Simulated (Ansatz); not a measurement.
**Molecular dynamics of SiH3Cl3F2 (part 5 of 5)**

SiH3Cl3F2; UKS B3LYP/STO-3G (Ansatz 0.2.0). It belongs to a series of runs on one base structure; here: dynamics from the start.

Geometry of the input (Å):
```
Si -0.4333  0.6301  -0.7498
H  0.5730  -0.9146  -0.4211
Cl -0.2818  0.2132  -2.7680
Cl -2.4058  0.4797  -0.4356
Cl 0.5759  2.3520  -0.5888
H  0.3476  -0.4328  1.7429
F  -0.2427  0.4809  1.2394
H  0.8917  -1.3672  0.3891
F  0.9755  -1.4414  1.5918
```

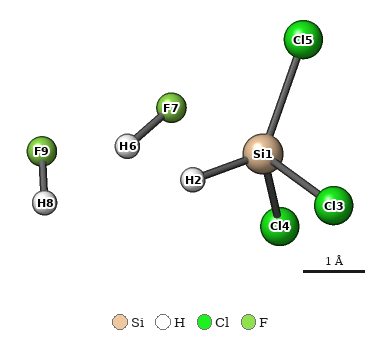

Figure 1. The geometry at step 135 of the log (ball-and-stick view, seen at a tilt; atoms are numbered from 1 in the order of the input).

**Trajectory as extended XYZ, continued**
```
9
Properties=species:S:1:pos:R:3:forces:R:3 step=120 time_fs=60.0 energy=-50349.36107 temperature=1378.6
Si   -0.4765    0.6308   -0.7841    3.9540  -5.4050  -0.2621
H     0.2195   -0.7665   -0.6187   -0.8530   1.6943   0.1912
Cl   -0.1661    0.2077   -2.9078   -0.7220   0.7803  -0.2178
Cl   -2.4085    0.4743   -0.2962   -3.0780   0.0778   0.2627
Cl    0.4956    2.3911   -0.5901    1.0194   2.5379  -0.1224
H     0.2721   -0.3719    1.4520   -0.0182   0.1223  -0.5760
F    -0.0966    0.5542    1.1396   -0.1798  -0.1143   0.4978
H     0.7922   -2.2542    0.9361    0.0895   2.8048   2.6289
F     0.8603   -1.5324    1.7423   -0.2119  -2.4981  -2.4024
9
Properties=species:S:1:pos:R:3:forces:R:3 step=122 time_fs=61.0 energy=-50349.23563 temperature=1240.5
Si   -0.4778    0.6403   -0.7778    4.2238  -6.2371  -0.5970
H     0.2531   -0.8154   -0.6014   -1.2186   2.4099   0.0799
Cl   -0.1663    0.2097   -2.9106   -0.7352   0.7759  -0.0206
Cl   -2.4069    0.4729   -0.2969   -3.1722   0.0682   0.2987
Cl    0.4942    2.3889   -0.5944    1.1509   2.8082  -0.0846
H     0.2302   -0.3698    1.3600    0.8129  -1.4496   0.5038
F    -0.0956    0.5525    1.1391   -0.7312   1.1415  -0.0807
H     0.7948   -2.2472    0.9739    0.1033   2.0067   1.8916
F     0.8616   -1.5395    1.7499   -0.4336  -1.5236  -1.9912
9
Properties=species:S:1:pos:R:3:forces:R:3 step=124 time_fs=62.0 energy=-50349.07284 temperature=1059.6
Si   -0.4777    0.6476   -0.7717    4.2457  -6.5991  -0.8919
H     0.2751   -0.8414   -0.5833   -1.3861   2.7186  -0.0187
Cl   -0.1667    0.2118   -2.9133   -0.7394   0.7603   0.1600
Cl   -2.4062    0.4714   -0.2975   -3.2112   0.0572   0.3119
Cl    0.4930    2.3875   -0.5987    1.2701   3.0466  -0.0665
H     0.1957   -0.3812    1.2726    1.2383  -2.2065   1.1811
F    -0.0950    0.5514    1.1385   -0.9520   1.7016  -0.2963
H     0.7982   -2.2216    1.0291    0.0216   0.1270   0.0448
F     0.8628   -1.5472    1.7566   -0.4870   0.3943  -0.4242
9
Properties=species:S:1:pos:R:3:forces:R:3 step=126 time_fs=63.0 energy=-50348.84640 temperature=811.3
Si   -0.4761    0.6526   -0.7659    4.1025  -6.6459  -1.0827
H     0.2839   -0.8415   -0.5654   -1.4129   2.7317  -0.1339
Cl   -0.1673    0.2142   -2.9160   -0.7356   0.7355   0.3163
Cl   -2.4063    0.4700   -0.2980   -3.1973   0.0459   0.2994
Cl    0.4922    2.3869   -0.6030    1.3716   3.2444  -0.0684
H     0.1728   -0.4127    1.1962    1.1334  -1.3955   1.5439
F    -0.0948    0.5511    1.1378   -0.7258   0.8272  -0.2795
H     0.8019   -2.1954    1.0841   -0.1450  -2.5832  -2.6162
F     0.8637   -1.5548    1.7631   -0.3908   3.0399   2.0209
9
Properties=species:S:1:pos:R:3:forces:R:3 step=128 time_fs=64.0 energy=-50348.70845 temperature=663.7
Si   -0.4732    0.6554   -0.7605    3.8240  -6.4382  -1.1681
H     0.2793   -0.8157   -0.5487   -1.3126   2.4811  -0.2764
Cl   -0.1681    0.2168   -2.9186   -0.7256   0.7042   0.4464
Cl   -2.4073    0.4686   -0.2985   -3.1287   0.0369   0.2653
Cl    0.4917    2.3873   -0.6074    1.4473   3.3873  -0.0819
H     0.1606   -0.4570    1.1346    0.8186   0.2054   1.8720
F    -0.0949    0.5511    1.1369   -0.3625  -0.7232  -0.3151
H     0.8041   -2.1932    1.1150   -0.2065  -4.0093  -3.8728
F     0.8644   -1.5608    1.7705   -0.3542   4.3557   3.1306
9
Properties=species:S:1:pos:R:3:forces:R:3 step=130 time_fs=65.0 energy=-50348.84946 temperature=812.7
Si   -0.4689    0.6559   -0.7555    3.3906  -5.9465  -1.2160
H     0.2621   -0.7663   -0.5348   -1.0603   1.9341  -0.4356
Cl   -0.1690    0.2195   -2.9212   -0.7118   0.6703   0.5507
Cl   -2.4092    0.4672   -0.2988   -3.0032   0.0334   0.2188
Cl    0.4917    2.3885   -0.6118    1.4897   3.4606  -0.0945
H     0.1563   -0.4996    1.0910    0.5632   1.5205   2.1818
F    -0.0953    0.5509    1.1359   -0.1075  -1.9219  -0.3808
H     0.8046   -2.2274    1.1108   -0.0203  -2.4150  -2.0885
F     0.8649   -1.5648    1.7795   -0.5403   2.6646   1.2641
9
Properties=species:S:1:pos:R:3:forces:R:3 step=131 time_fs=65.5 energy=-50348.93289 temperature=902.7
Si   -0.4663    0.6554   -0.7531    3.0961  -5.5596  -1.2618
H     0.2496   -0.7343   -0.5293   -0.8586   1.5204  -0.5088
Cl   -0.1696    0.2210   -2.9224   -0.7046   0.6540   0.5941
Cl   -2.4104    0.4665   -0.2990   -2.9189   0.0344   0.1942
Cl    0.4918    2.3895   -0.6140    1.4966   3.4677  -0.0963
H     0.1563   -0.5161    1.0768    0.4755   1.9471   2.3042
F    -0.0955    0.5504    1.1353   -0.0280  -2.2849  -0.3782
H     0.8046   -2.2545    1.0998    0.1023  -1.0543  -0.7007
F     0.8651   -1.5662    1.7843   -0.6602   1.2752  -0.1468
9
Properties=species:S:1:pos:R:3:forces:R:3 step=133 time_fs=66.5 energy=-50348.96410 temperature=938.6
Si   -0.4603    0.6530   -0.7488    2.2921  -4.3916  -1.4684
H     0.2190   -0.6606   -0.5220   -0.2496   0.3196  -0.5906
Cl   -0.1709    0.2240   -2.9246   -0.6909   0.6246   0.6672
Cl   -2.4135    0.4651   -0.2993   -2.7089   0.0428   0.1476
Cl    0.4924    2.3921   -0.6184    1.4799   3.4197  -0.0855
H     0.1595   -0.5346    1.0652    0.3645   2.3581   2.4497
F    -0.0959    0.5486    1.1340    0.0688  -2.5913  -0.2524
H     0.8057   -2.3131    1.0757    0.2657   1.2529   1.5116
F     0.8651   -1.5686    1.7937   -0.8216  -1.0347  -2.3792
9
Properties=species:S:1:pos:R:3:forces:R:3 step=135 time_fs=67.5 energy=-50348.88046 temperature=848.5
Si   -0.4536    0.6491   -0.7449    1.1502  -2.5921  -1.8695
H     0.1862   -0.5842   -0.5203    0.6812  -1.4657  -0.5006
Cl   -0.1723    0.2272   -2.9267   -0.6786   0.6001   0.7284
Cl   -2.4173    0.4637   -0.2995   -2.4496   0.0586   0.1070
Cl    0.4933    2.3957   -0.6228    1.4246   3.2935  -0.0544
H     0.1663   -0.5308    1.0769    0.3291   2.2288   2.4155
F    -0.0963    0.5454    1.1325    0.1021  -2.4116   0.0255
H     0.8092   -2.3605    1.0653    0.2977   2.4897   2.5497
F     0.8648   -1.5716    1.8019   -0.8567  -2.2014  -3.4015
9
Properties=species:S:1:pos:R:3:forces:R:3 step=137 time_fs=68.5 energy=-50348.82950 temperature=794.5
Si   -0.4465    0.6444   -0.7417   -0.1731  -0.4426  -2.3783
H     0.1601   -0.5221   -0.5233    1.7868  -3.5588  -0.2200
Cl   -0.1740    0.2306   -2.9286   -0.6674   0.5809   0.7809
Cl   -2.4217    0.4624   -0.2997   -2.1549   0.0791   0.0716
Cl    0.4947    2.4002   -0.6273    1.3380   3.1062  -0.0076
H     0.1763   -0.5060    1.1116    0.3874   1.5386   2.1582
F    -0.0967    0.5411    1.1311    0.0435  -1.7204   0.3845
H     0.8154   -2.3845    1.0788    0.2407   2.8213   2.6699
F     0.8640   -1.5756    1.8084   -0.8011  -2.4044  -3.4592
9
Properties=species:S:1:pos:R:3:forces:R:3 step=139 time_fs=69.5 energy=-50348.95943 temperature=938.9
Si   -0.4394    0.6394   -0.7393   -1.0892   0.9497  -2.7110
H     0.1508   -0.4936   -0.5284    2.5017  -4.8840   0.0451
Cl   -0.1758    0.2341   -2.9303   -0.6588   0.5696   0.8181
Cl   -2.4268    0.4610   -0.2999   -1.8441   0.1012   0.0400
Cl    0.4964    2.4055   -0.6318    1.2328   2.8834   0.0480
H     0.1901   -0.4668    1.1669    0.5733   0.2918   1.7362
F    -0.0970    0.5359    1.1299   -0.1629  -0.4929   0.6994
H     0.8240   -2.3821    1.1174    0.1265   2.2892   1.9968
F     0.8628   -1.5808    1.8131   -0.6794  -1.7081  -2.6725
9
Properties=species:S:1:pos:R:3:forces:R:3 step=141 time_fs=70.5 energy=-50349.29540 temperature=1304.4
Si   -0.4327    0.6348   -0.7378   -1.0045   0.4733  -2.6071
H     0.1649   -0.5106   -0.5332    2.2514  -4.3527   0.0471
Cl   -0.1778    0.2378   -2.9317   -0.6541   0.5686   0.8298
Cl   -2.4323    0.4597   -0.3001   -1.5364   0.1232   0.0103
Cl    0.4985    2.4116   -0.6362    1.1202   2.6487   0.1048
H     0.2094   -0.4249    1.2388    0.8331  -1.1224   1.2975
F    -0.0974    0.5304    1.1290   -0.4790   0.9098   0.8363
H     0.8337   -2.3584    1.1746   -0.0234   0.5844   0.3653
F     0.8613   -1.5869    1.8166   -0.5073   0.1672  -0.8841
9
Properties=species:S:1:pos:R:3:forces:R:3 step=143 time_fs=71.5 energy=-50349.55800 temperature=1591.7
Si   -0.4263    0.6303   -0.7372   -0.1239  -1.4454  -2.1629
H     0.2000   -0.5684   -0.5377    1.2431  -2.3766  -0.1457
Cl   -0.1800    0.2416   -2.9330   -0.6523   0.5752   0.8129
Cl   -2.4383    0.4585   -0.3003   -1.2431   0.1445  -0.0213
Cl    0.5008    2.4184   -0.6406    1.0035   2.4118   0.1538
H     0.2366   -0.3933    1.3231    0.8894  -1.7826   0.8213
F    -0.0980    0.5254    1.1286   -0.6323   1.5768   0.8628
H     0.8433   -2.3299    1.2347   -0.1624  -2.2831  -2.0834
F     0.8595   -1.5928    1.8196   -0.3219   3.1794   1.7625
9
Properties=species:S:1:pos:R:3:forces:R:3 step=144 time_fs=72.0 energy=-50349.60226 temperature=1643.5
Si   -0.4231    0.6279   -0.7372    0.3902  -2.5063  -1.9046
H     0.2227   -0.6072   -0.5404    0.6755  -1.2728  -0.2395
Cl   -0.1812    0.2436   -2.9335   -0.6514   0.5790   0.7958
Cl   -2.4414    0.4578   -0.3004   -1.1024   0.1547  -0.0391
Cl    0.5021    2.4221   -0.6428    0.9426   2.2914   0.1728
H     0.2534   -0.3837    1.3685    0.7397  -1.6274   0.4783
F    -0.0985    0.5232    1.1285   -0.5482   1.4337   0.9380
H     0.8475   -2.3221    1.2587   -0.2057  -3.5930  -3.1410
F     0.8585   -1.5953    1.8214   -0.2401   4.5406   2.9394
9
Properties=species:S:1:pos:R:3:forces:R:3 step=146 time_fs=73.0 energy=-50349.65663 temperature=1704.6
Si   -0.4167    0.6223   -0.7377    1.2449  -4.2120  -1.4360
H     0.2717   -0.6914   -0.5476   -0.2778   0.5738  -0.3403
Cl   -0.1836    0.2476   -2.9344   -0.6475   0.5827   0.7518
Cl   -2.4479    0.4566   -0.3006   -0.8292   0.1732  -0.0791
Cl    0.5048    2.4299   -0.6472    0.8132   2.0393   0.1985
H     0.2917   -0.3752    1.4617    0.1142  -0.6602  -0.5079
F    -0.0995    0.5192    1.1288   -0.0916   0.5172   1.3290
H     0.8545   -2.3337    1.2832   -0.2491  -3.8556  -3.4051
F     0.8565   -1.5984    1.8261   -0.0770   4.8416   3.4891
9
Properties=species:S:1:pos:R:3:forces:R:3 step=148 time_fs=74.0 energy=-50349.64333 temperature=1685.7
Si   -0.4098    0.6154   -0.7386    1.7575  -5.1643  -1.0795
H     0.3182   -0.7705   -0.5579   -0.8923   1.7579  -0.3293
Cl   -0.1863    0.2519   -2.9351   -0.6396   0.5775   0.7043
Cl   -2.4545    0.4555   -0.3008   -0.5594   0.1871  -0.1225
Cl    0.5078    2.4382   -0.6515    0.6731   1.7620   0.2123
H     0.3310   -0.3730    1.5499   -0.6263   0.3713  -1.6359
F    -0.1006    0.5156    1.1297    0.4511  -0.4278   1.8558
H     0.8591   -2.3801    1.2764   -0.3097  -1.0358  -1.4775
F     0.8545   -1.5992    1.8326    0.1456   1.9721   1.8722
9
Properties=species:S:1:pos:R:3:forces:R:3 step=150 time_fs=75.0 energy=-50349.37699 temperature=1396.6
Si   -0.4023    0.6066   -0.7399    1.9784  -5.4912  -0.8449
H     0.3564   -0.8331   -0.5714   -1.2301   2.4046  -0.2512
Cl   -0.1891    0.2562   -2.9356   -0.6281   0.5635   0.6600
Cl   -2.4614    0.4543   -0.3010   -0.2851   0.1944  -0.1642
Cl    0.5110    2.4470   -0.6557    0.5242   1.4514   0.2233
H     0.3645   -0.3675    1.6227   -1.1632   0.9517  -2.5028
F    -0.1015    0.5117    1.1316    0.8241  -0.9346   2.2404
H     0.8607   -2.4366    1.2554   -0.3751   1.7978   0.4035
F     0.8525   -1.5989    1.8399    0.3550  -0.9376   0.2359
```

**Results in brief**

| quantity | value |
| --- | --- |
| outcome | finished |
| mean temperature over the second half | 1269 K |
| trajectory | 150 steps, 75 fs |
| ensemble | nve |
| temperature in the input | 600.0 K |
| time step | 0.5 fs |
| potential energy (last step) | −50349.3772 eV |
| mean-field energy (last step) | −50349.3772 eV |
| largest force (length of the vector) (last step) | 5.898 eV/Å |
| wall time | 11 min |
| peak memory | 0.2 GiB |

**Remarks**

So short a trajectory is not equilibrated.
